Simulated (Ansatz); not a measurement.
## Electronic structure of BCl$_{2}$H···SiH$_{4}$ in real space

Input

```
crystal:
  periodic: [false, false, false]
  atoms:
    - { symbol: B, position_ang: [-0.7567, 0.3692, -0.7] }
    - { symbol: H, position_ang: [0.1391, -0.1172, -1.8209] }
    - { symbol: Cl, position_ang: [-2.2281, -0.6412, -0.8049] }
    - { symbol: Cl, position_ang: [-0.8355, 2.1468, -0.9291] }
    - { symbol: H, position_ang: [0.3761, -0.207, -0.8678] }
    - { symbol: Si, position_ang: [0.6119, -0.281, 0.9966] }
    - { symbol: H, position_ang: [1.8245, 0.535, 1.0276] }
    - { symbol: H, position_ang: [1.0024, -1.6864, 0.868] }
    - { symbol: H, position_ang: [-0.1337, -0.1182, 2.2306] }
basis:
  gaussian: { orbitals: def2-SVP }
hamiltonian:
  xc: b3lyp
  dispersion: d4
relax:
  f_tol: 0.15
  max_steps: 25
  restrain:
    - { distance: [0, 5], at: 3.25, k: 30.0 }
    - { distance: [4, 1], at: 1.92, k: 30.0 }
    - { distance: [0, 1], at: 1.15, k: 30.0 }
    - { distance: [4, 5], at: 1.42, k: 30.0 }
output:
  orbitals: {}
```

Command:

```sh
ansatz run input.yaml --threads 2 --pin off --max-ram 3072MiB --backend cpu --events-out ev --progress --plain --runs-dir out
```

The fields are those of the run's last geometry, not of the input's.

Not at a stationary point (largest force 1.0 eV/Å).

Method: RKS B3LYP-D4/def2-SVP in Ansatz.

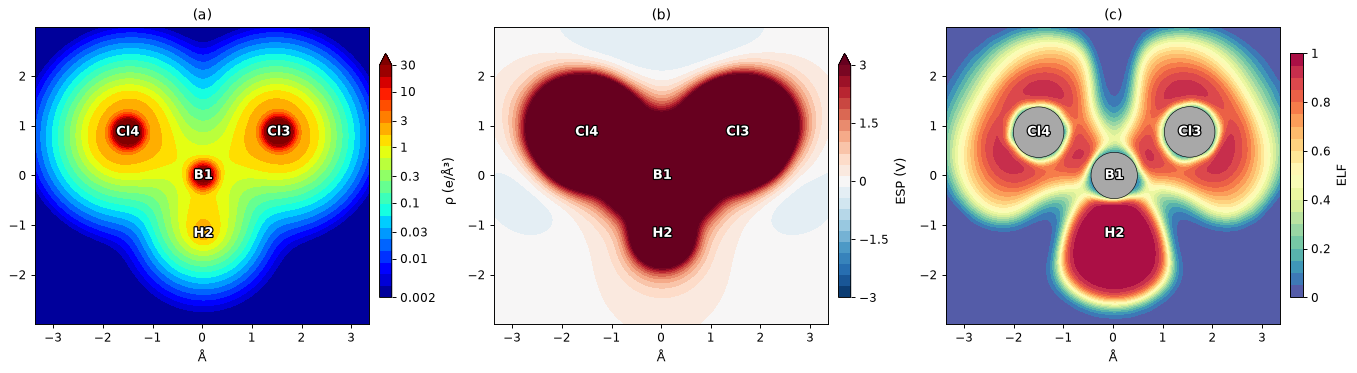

Figure 1. (a) total electron density; (b) electrostatic potential; (c) electron localisation function on the plane of atoms Cl3, B1 and Cl4. Grey discs cover the atomic cores in the ELF map.

### Interpret the plot.

- Atoms in the plane: B, H and Cl.
- B–Cl (1.75 Å): ρ is about 1.3 e/Å³ halfway; the ELF peaks at about 0.90 between the atoms, as expected for a shared but strongly polarised pair.
- B–H (1.17 Å): ρ at the midpoint is about 1.3 e/Å³; the ELF climbs to about 1 towards the hydrogen, as it does in any bond to H: an ordinary covalent bond to hydrogen.
- The ELF also peaks beside Cl4 and Cl3, away from the bonds: lone-pair regions.
- Outside the dense part of the complex the potential is most negative (−0.4 V) near Cl4.

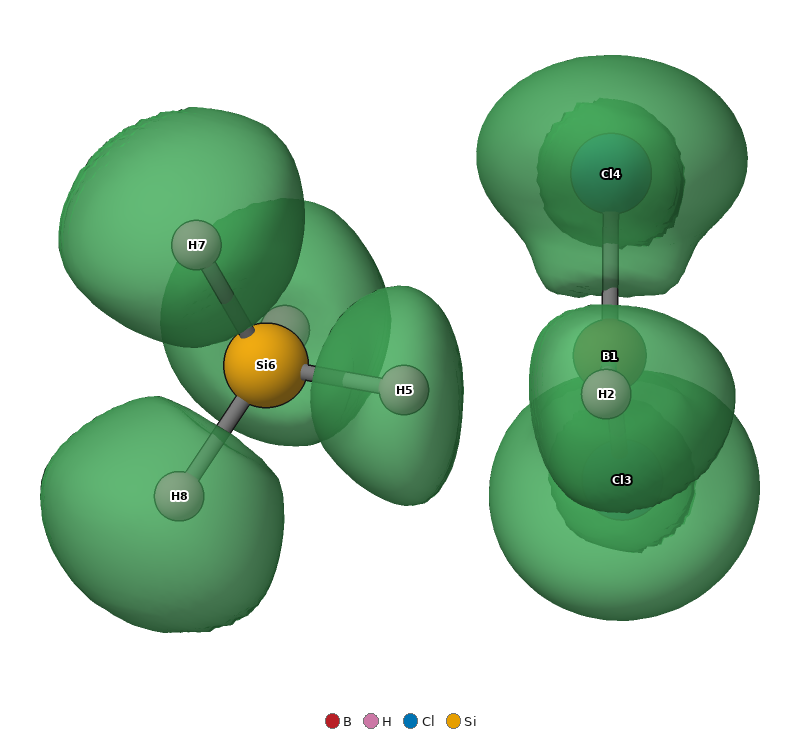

Figure 2. Isosurface of the electron localisation function at 0.75 (green), seen at a tilt. Only the valence region is drawn (cores and ρ < 0.01 e/Å³ removed).

### What do the ELF domains correspond to?

The ELF exceeds this value in five regions around hydrogen nuclei and two regions on Cl in which the atom's valence shell and bonds are merged.


B1···H5 (2.14 Å): the ELF climbs to about 1 towards the hydrogen.

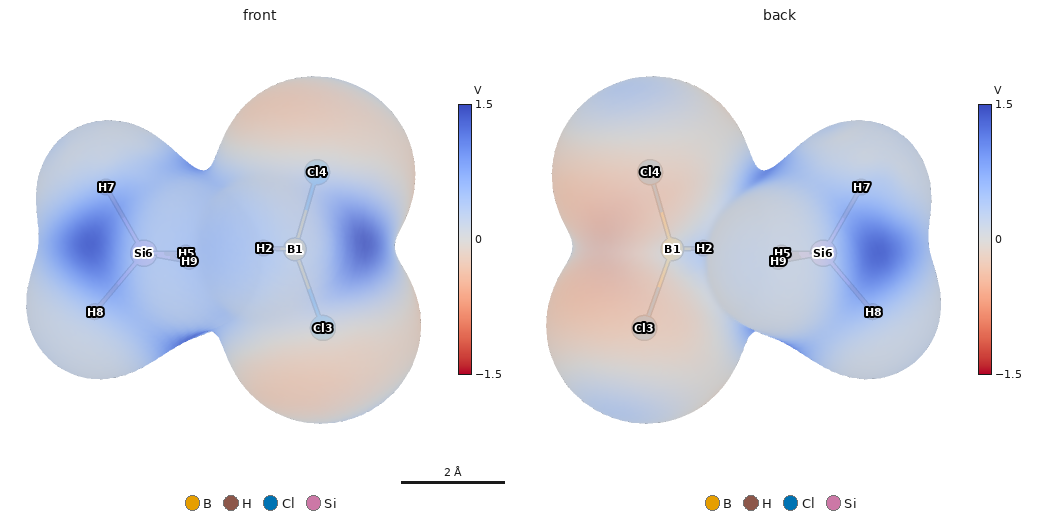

Figure 3. The electrostatic potential painted on the density surface at 0.002 e/bohr³, seen from the front and from behind; red is negative and blue positive.

### Which sites attract a positive test charge, and which a negative one?

A positive charge is drawn to the negative regions and a negative charge to the positive ones. The most negative region (about −0.4 V) lies over Cl3 and Cl4, the most positive (about +1.3 V) over B1 and Si6. Cl3 shows a σ-hole: about +0.3 V at the tip opposite its bond, against about −0.2 V on its flanks. Cl4 shows a σ-hole: about +0.3 V at the tip opposite its bond, against about −0.1 V on its flanks.

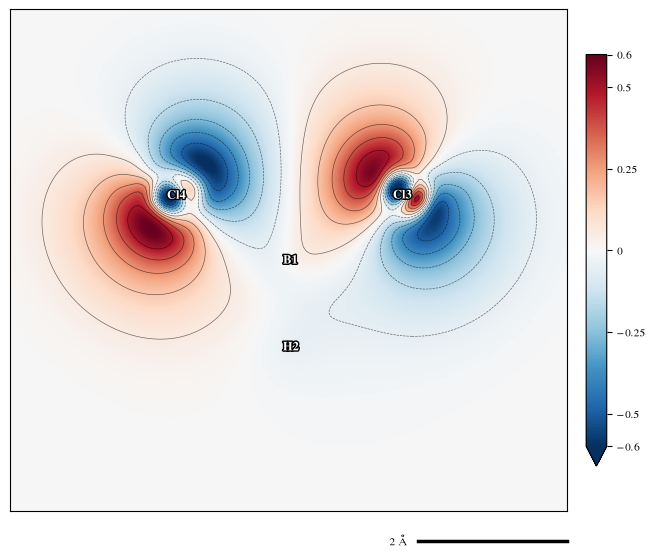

Figure 4. The HOMO−1 on the plane of atoms Cl3, B1 and Cl4 (values in Å⁻³ᐟ²; the overall sign is arbitrary).

### Where does this orbital lie, and at what energy?

By Hirshfeld shares it lies mainly on Cl4 (about 50 %) and Cl3 (about 45 %); largely a combination of lone pairs on Cl4 and Cl3. Its energy is −8.73 eV.
